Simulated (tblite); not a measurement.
Geometry relaxation, with input and output: C$_{5}$H$_{15}$PSi (part 4 of 4)

The same run, continued: C$_{5}$H$_{15}$PSi, SMILES C[SiH2]P(C)C(C)C; GFN2-xTB geometry optimisation, gas phase (tblite 0.8.0). 

Geometry of the input (Å):
```
C  3.2347  -0.6129  0.5575
Si 1.6541  -0.7131  -0.4370
P  0.0245  0.4219  0.4491
C  0.3451  2.2259  0.6485
C  -1.5191  0.0841  -0.5257
C  -2.6724  0.1932  0.4601
C  -1.4083  -1.3392  -1.0158
H  3.1589  0.2232  1.2816
H  3.4025  -1.5860  1.0634
H  4.0939  -0.3997  -0.0894
H  1.9412  -0.3812  -1.8253
H  1.2340  -2.1414  -0.4223
H  -0.2438  2.7723  -0.0950
H  -0.0691  2.5266  1.6415
H  1.4119  2.4895  0.6726
H  -1.7108  0.8120  -1.3231
H  -2.4638  -0.6018  1.2196
H  -2.6481  1.1952  0.9391
H  -3.6120  0.0465  -0.0774
H  -0.6350  -1.4816  -1.7847
H  -1.1387  -2.0000  -0.1551
H  -2.3901  -1.7141  -1.3749
```

**Trajectory as extended XYZ, continued**
```
22
Properties=species:S:1:pos:R:3:forces:R:3 step=148 energy=-614.81331
C     3.3440   -0.2656    0.3737   -0.0030  -0.0020  -0.0080
Si    1.7278   -0.5893   -0.5720   -0.0010   0.0070  -0.0020
P     0.0373   -0.1121    0.8265   -0.0090   0.0000   0.0100
C     0.3126    1.7185    0.9551    0.0040   0.0030   0.0010
C    -1.4053   -0.1055   -0.3787    0.0080  -0.0030   0.0020
C    -2.6508    0.4454    0.3096   -0.0010   0.0020   0.0010
C    -1.6670   -1.5222   -0.8758    0.0020  -0.0010  -0.0010
H     3.5695    0.7940    0.4459   -0.0080   0.0100  -0.0050
H     3.2860   -0.6602    1.3839   -0.0050  -0.0070   0.0030
H     4.1803   -0.7456   -0.1226    0.0080   0.0010  -0.0090
H     1.7358    0.1816   -1.8294    0.0050  -0.0060   0.0070
H     1.6518   -2.0127   -0.9228    0.0090  -0.0090   0.0050
H     0.2520    2.2028   -0.0186   -0.0010  -0.0020   0.0030
H    -0.4292    2.1533    1.6232    0.0070   0.0030  -0.0020
H     1.2970    1.8885    1.3859    0.0000   0.0020   0.0060
H    -1.1481    0.5386   -1.2293   -0.0040   0.0070  -0.0020
H    -2.8962   -0.1607    1.1799   -0.0030  -0.0010   0.0040
H    -2.5001    1.4715    0.6371   -0.0010   0.0090  -0.0020
H    -3.4986    0.4273   -0.3740   -0.0070   0.0000  -0.0030
H    -0.8211   -1.8992   -1.4460    0.0010  -0.0050   0.0000
H    -1.8383   -2.1874   -0.0311   -0.0030  -0.0070  -0.0070
H    -2.5499   -1.5416   -1.5134    0.0010  -0.0010  -0.0020
22
Properties=species:S:1:pos:R:3:forces:R:3 step=153 energy=-614.81353
C     3.3454   -0.2664    0.3731   -0.0030  -0.0010   0.0010
Si    1.7275   -0.5918   -0.5688   -0.0030  -0.0130   0.0050
P     0.0353   -0.1104    0.8289    0.0100  -0.0020  -0.0040
C     0.3130    1.7205    0.9549   -0.0010  -0.0060   0.0020
C    -1.4068   -0.1051   -0.3770   -0.0070   0.0010  -0.0030
C    -2.6539    0.4450    0.3105    0.0040   0.0010  -0.0020
C    -1.6667   -1.5212   -0.8780    0.0000   0.0000   0.0000
H     3.5654    0.7943    0.4478   -0.0010   0.0010   0.0030
H     3.2913   -0.6657    1.3820   -0.0010   0.0030  -0.0030
H     4.1828   -0.7411   -0.1270   -0.0030   0.0080  -0.0060
H     1.7408    0.1741   -1.8286   -0.0040   0.0000  -0.0010
H     1.6570   -2.0172   -0.9152   -0.0020   0.0010   0.0080
H     0.2464    2.2042   -0.0187    0.0060  -0.0010   0.0010
H    -0.4248    2.1564    1.6266    0.0010   0.0030   0.0020
H     1.2996    1.8902    1.3806   -0.0020   0.0010   0.0020
H    -1.1508    0.5420   -1.2261    0.0000  -0.0060   0.0000
H    -2.8989   -0.1594    1.1825    0.0010   0.0060  -0.0050
H    -2.5034    1.4726    0.6344   -0.0070  -0.0030   0.0020
H    -3.5020    0.4245   -0.3735    0.0060  -0.0010   0.0060
H    -0.8201   -1.8954   -1.4495   -0.0060   0.0010  -0.0030
H    -1.8372   -2.1914   -0.0370    0.0000   0.0070   0.0010
H    -2.5506   -1.5393   -1.5147    0.0110   0.0000  -0.0050
22
Properties=species:S:1:pos:R:3:forces:R:3 step=158 energy=-614.81368
C     3.3439   -0.2608    0.3724   -0.0010   0.0070   0.0010
Si    1.7289   -0.5967   -0.5697   -0.0040   0.0020   0.0000
P     0.0362   -0.1150    0.8269   -0.0020  -0.0010   0.0040
C     0.3145    1.7158    0.9560    0.0050   0.0010   0.0010
C    -1.4076   -0.1066   -0.3778    0.0050   0.0040   0.0010
C    -2.6518    0.4472    0.3115   -0.0020  -0.0010   0.0020
C    -1.6706   -1.5217   -0.8795    0.0010   0.0040  -0.0030
H     3.5571    0.8014    0.4461   -0.0010   0.0040   0.0030
H     3.2901   -0.6585    1.3817    0.0060  -0.0030   0.0030
H     4.1851   -0.7301   -0.1261   -0.0020   0.0010  -0.0040
H     1.7418    0.1682   -1.8299   -0.0070  -0.0030  -0.0060
H     1.6655   -2.0229   -0.9117   -0.0070  -0.0050   0.0050
H     0.2488    2.2007   -0.0172    0.0020  -0.0010   0.0030
H    -0.4223    2.1522    1.6287    0.0010  -0.0050  -0.0050
H     1.3011    1.8852    1.3819   -0.0010  -0.0050   0.0010
H    -1.1514    0.5394   -1.2273    0.0060   0.0040  -0.0030
H    -2.8995   -0.1569    1.1825    0.0040  -0.0080   0.0050
H    -2.4975    1.4731    0.6385   -0.0020   0.0040  -0.0040
H    -3.5008    0.4317   -0.3709    0.0010  -0.0010  -0.0060
H    -0.8238   -1.8996   -1.4479    0.0080   0.0000   0.0050
H    -1.8481   -2.1904   -0.0391   -0.0010   0.0000  -0.0010
H    -2.5500   -1.5363   -1.5220   -0.0080   0.0000  -0.0010
22
Properties=species:S:1:pos:R:3:forces:R:3 step=164 energy=-614.81409
C     3.3406   -0.2542    0.3727    0.0020  -0.0080  -0.0090
Si    1.7266   -0.6059   -0.5665    0.0160   0.0040  -0.0070
P     0.0350   -0.1144    0.8259   -0.0130   0.0020  -0.0010
C     0.3201    1.7151    0.9540   -0.0050  -0.0020  -0.0030
C    -1.4089   -0.1025   -0.3786    0.0010  -0.0040   0.0000
C    -2.6538    0.4457    0.3153    0.0040   0.0000  -0.0100
C    -1.6715   -1.5161   -0.8855    0.0010  -0.0010   0.0070
H     3.5357    0.8101    0.4636    0.0000   0.0030  -0.0020
H     3.3027   -0.6707    1.3753   -0.0010   0.0010  -0.0050
H     4.1853   -0.7006   -0.1413    0.0020   0.0080   0.0050
H     1.7435    0.1416   -1.8386   -0.0140  -0.0150   0.0150
H     1.6678   -2.0385   -0.8847   -0.0070   0.0070   0.0000
H     0.2573    2.2020   -0.0180    0.0020  -0.0070  -0.0080
H    -0.4162    2.1536    1.6253   -0.0060   0.0020   0.0070
H     1.3066    1.8803    1.3810    0.0080   0.0000   0.0090
H    -1.1529    0.5446   -1.2277   -0.0030   0.0130   0.0150
H    -2.8959   -0.1619    1.1862    0.0040   0.0090  -0.0160
H    -2.5055    1.4727    0.6430    0.0110  -0.0090  -0.0030
H    -3.5034    0.4275   -0.3664   -0.0050  -0.0070   0.0020
H    -0.8211   -1.8945   -1.4489   -0.0070   0.0070  -0.0010
H    -1.8538   -2.1861   -0.0471   -0.0030  -0.0020   0.0010
H    -2.5487   -1.5286   -1.5319    0.0130   0.0020   0.0040
22
Properties=species:S:1:pos:R:3:forces:R:3 step=169 energy=-614.81455
C     3.3408   -0.2436    0.3686    0.0090   0.0120   0.0100
Si    1.7274   -0.6156   -0.5630   -0.0160  -0.0010   0.0260
P     0.0329   -0.1207    0.8265    0.0140   0.0010   0.0130
C     0.3224    1.7078    0.9568    0.0010   0.0010   0.0030
C    -1.4087   -0.1012   -0.3792    0.0050  -0.0040  -0.0010
C    -2.6516    0.4486    0.3145   -0.0030   0.0020   0.0040
C    -1.6746   -1.5126   -0.8894    0.0040  -0.0060  -0.0120
H     3.5191    0.8240    0.4695   -0.0070  -0.0370  -0.0090
H     3.3132   -0.6708    1.3677    0.0080   0.0130  -0.0230
H     4.1901   -0.6715   -0.1538   -0.0030   0.0100   0.0120
H     1.7319    0.1147   -1.8427   -0.0060   0.0040  -0.0130
H     1.6710   -2.0521   -0.8606    0.0010  -0.0030  -0.0040
H     0.2681    2.1936   -0.0165    0.0060  -0.0030   0.0010
H    -0.4185    2.1479    1.6222   -0.0020   0.0040   0.0030
H     1.3058    1.8709    1.3925   -0.0050  -0.0020  -0.0010
H    -1.1500    0.5507   -1.2235    0.0000  -0.0080  -0.0060
H    -2.8909   -0.1570    1.1866   -0.0110  -0.0070   0.0090
H    -2.5000    1.4749    0.6411   -0.0010   0.0110  -0.0030
H    -3.5035    0.4294   -0.3640   -0.0030   0.0000  -0.0040
H    -0.8216   -1.8930   -1.4467    0.0080  -0.0070  -0.0040
H    -1.8687   -2.1849   -0.0552    0.0080   0.0140   0.0030
H    -2.5450   -1.5203   -1.5442   -0.0070   0.0070  -0.0040
22
Properties=species:S:1:pos:R:3:forces:R:3 step=174 energy=-614.81513
C     3.3418   -0.2313    0.3596    0.0030  -0.0050  -0.0050
Si    1.7231   -0.6284   -0.5539    0.0050   0.0110  -0.0170
P     0.0306   -0.1300    0.8369   -0.0240   0.0020  -0.0110
C     0.3257    1.6973    0.9681    0.0030   0.0030   0.0020
C    -1.4060   -0.1005   -0.3771    0.0020   0.0030   0.0060
C    -2.6520    0.4524    0.3106    0.0030  -0.0030  -0.0040
C    -1.6758   -1.5086   -0.8945    0.0020   0.0080   0.0080
H     3.5037    0.8379    0.4594   -0.0090   0.0020  -0.0070
H     3.3318   -0.6582    1.3586    0.0050   0.0000  -0.0070
H     4.1946   -0.6430   -0.1702   -0.0140  -0.0050   0.0030
H     1.7113    0.0864   -1.8453   -0.0030  -0.0090   0.0250
H     1.6731   -2.0680   -0.8394    0.0050   0.0020   0.0060
H     0.2862    2.1789   -0.0080    0.0010   0.0080   0.0060
H    -0.4204    2.1438    1.6237    0.0020  -0.0060  -0.0060
H     1.3048    1.8561    1.4144    0.0050   0.0040   0.0060
H    -1.1403    0.5544   -1.2172    0.0040  -0.0120  -0.0010
H    -2.8947   -0.1481    1.1863    0.0050   0.0150  -0.0060
H    -2.5028    1.4826    0.6274   -0.0040  -0.0150   0.0070
H    -3.5017    0.4261   -0.3708    0.0040   0.0030  -0.0010
H    -0.8195   -1.8962   -1.4425   -0.0060   0.0030   0.0050
H    -1.8843   -2.1766   -0.0604    0.0050  -0.0090  -0.0130
H    -2.5398   -1.5075   -1.5584    0.0070  -0.0010   0.0040
22
Properties=species:S:1:pos:R:3:forces:R:3 step=179 energy=-614.81573
C     3.3440   -0.2113    0.3401   -0.0070   0.0050   0.0050
Si    1.7182   -0.6403   -0.5461   -0.0020  -0.0090   0.0070
P     0.0237   -0.1439    0.8437    0.0200   0.0050   0.0130
C     0.3274    1.6806    0.9981   -0.0030   0.0040   0.0000
C    -1.4015   -0.1009   -0.3809   -0.0040  -0.0060  -0.0010
C    -2.6488    0.4631    0.2947   -0.0010   0.0090  -0.0020
C    -1.6779   -1.5080   -0.8967   -0.0050  -0.0120  -0.0040
H     3.4997    0.8621    0.4068    0.0000  -0.0270   0.0000
H     3.3442   -0.6111    1.3507    0.0070   0.0160  -0.0130
H     4.1939   -0.6353   -0.1848   -0.0210   0.0070   0.0000
H     1.6803    0.0514   -1.8472    0.0050   0.0070  -0.0050
H     1.6794   -2.0853   -0.8050    0.0060   0.0000   0.0040
H     0.2924    2.1757    0.0285    0.0060   0.0020   0.0050
H    -0.4206    2.1204    1.6560   -0.0010  -0.0010  -0.0030
H     1.3050    1.8317    1.4513   -0.0090  -0.0080  -0.0060
H    -1.1226    0.5474   -1.2217   -0.0030   0.0010   0.0040
H    -2.8956   -0.1208    1.1799    0.0100  -0.0080  -0.0030
H    -2.4989    1.4971    0.5962    0.0000   0.0120   0.0070
H    -3.4974    0.4274   -0.3873    0.0020   0.0040  -0.0120
H    -0.8174   -1.9099   -1.4272    0.0080   0.0120  -0.0010
H    -1.9092   -2.1710   -0.0652   -0.0010  -0.0080   0.0040
H    -2.5289   -1.4997   -1.5766   -0.0060  -0.0020  -0.0010
22
Properties=species:S:1:pos:R:3:forces:R:3 step=184 energy=-614.81603
C     3.3415   -0.2014    0.3311    0.0040   0.0020  -0.0010
Si    1.7143   -0.6512   -0.5397   -0.0070   0.0050   0.0020
P     0.0211   -0.1518    0.8503   -0.0050  -0.0010  -0.0050
C     0.3280    1.6715    1.0097    0.0000  -0.0010  -0.0010
C    -1.3997   -0.1011   -0.3807    0.0020   0.0020   0.0050
C    -2.6468    0.4699    0.2892    0.0000  -0.0020   0.0020
C    -1.6797   -1.5071   -0.8990    0.0030   0.0070   0.0040
H     3.4880    0.8729    0.3892    0.0020   0.0060   0.0000
H     3.3580   -0.5936    1.3438   -0.0010   0.0010   0.0030
H     4.1892   -0.6201   -0.2007   -0.0010  -0.0020  -0.0040
H     1.6654    0.0320   -1.8453    0.0040   0.0000  -0.0030
H     1.6892   -2.0983   -0.7861   -0.0030  -0.0060   0.0020
H     0.3054    2.1690    0.0412    0.0010   0.0010  -0.0030
H    -0.4260    2.1116    1.6603    0.0010   0.0020   0.0010
H     1.3012    1.8183    1.4731   -0.0010  -0.0030   0.0030
H    -1.1136    0.5461   -1.2199    0.0000  -0.0020   0.0030
H    -2.8935   -0.1099    1.1772   -0.0080  -0.0040  -0.0030
H    -2.4976    1.5058    0.5862    0.0070  -0.0040  -0.0020
H    -3.4939    0.4309   -0.3948    0.0030   0.0040   0.0000
H    -0.8146   -1.9113   -1.4204   -0.0040   0.0020  -0.0010
H    -1.9227   -2.1692   -0.0699    0.0020  -0.0020  -0.0040
H    -2.5237   -1.4936   -1.5878    0.0000  -0.0040   0.0040
```

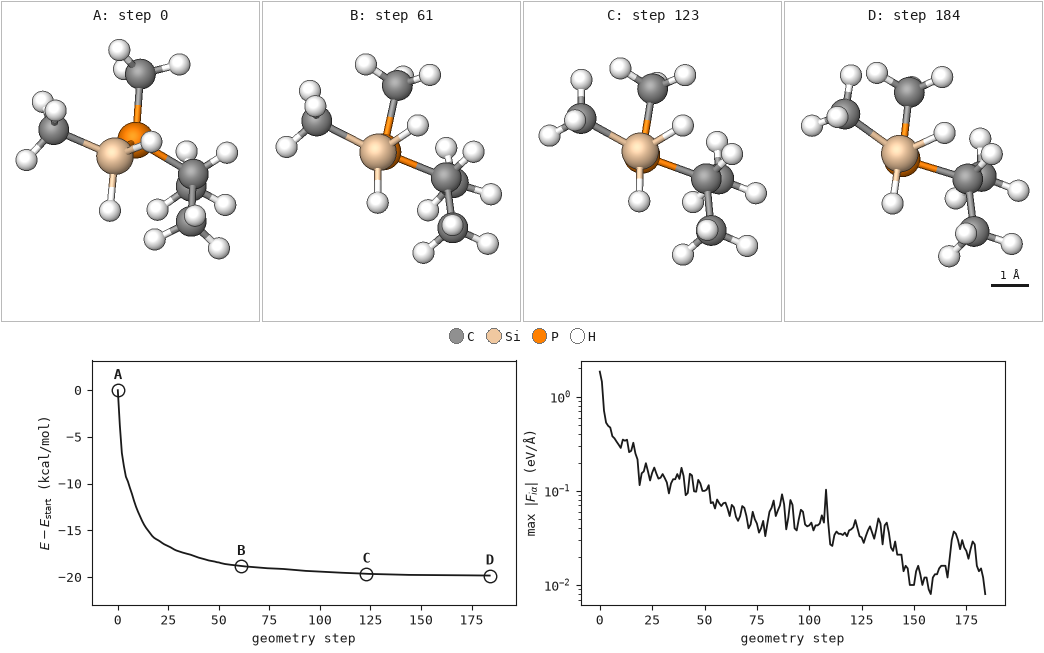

Fig. 1: Frames of the relaxation (ball-and-stick view, seen at a tilt) above the curves, on which the letters mark them (steps are counted from 0).

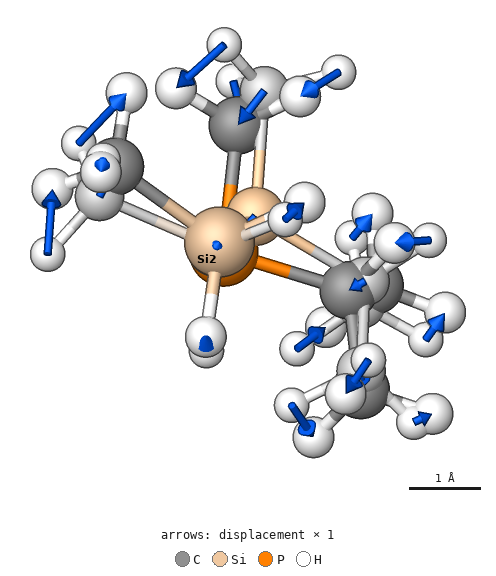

Fig. 2: Start (faint) and end (solid) with the displacements as blue arrows, at true length (ball-and-stick view, seen at a tilt). The two geometries are laid on each other by the best rigid fit. Over 184 geometry steps the energy falls by 19.8 kcal/mol. The largest force component goes from 1.9 to 0.008 eV/Å. H8 moves most after the best rigid fit: 1.17 Å. Largest moves by element: H 1.17 Å, P 0.69 Å, C 0.63 Å, Si 0.12 Å. Among the contacts that change: Si2–P3 2.175 → 2.247 Å, C1–Si2 1.870 → 1.900 Å, C4–H14 1.117 → 1.089 Å, P3–C5 1.857 → 1.881 Å. Among the angles that change: Si2–P3–C4 115.1° → 98.4°, C4–P3–C5 112.3° → 98.9°, Si2–P3–C5 108.3° → 99.8°. (Atoms are counted from 1 in the order of the input.)

**Results in brief**

- outcome: converged
- total energy: −614.8160 eV
- wall time: 1.8 s
- peak memory: 0.18 GiB
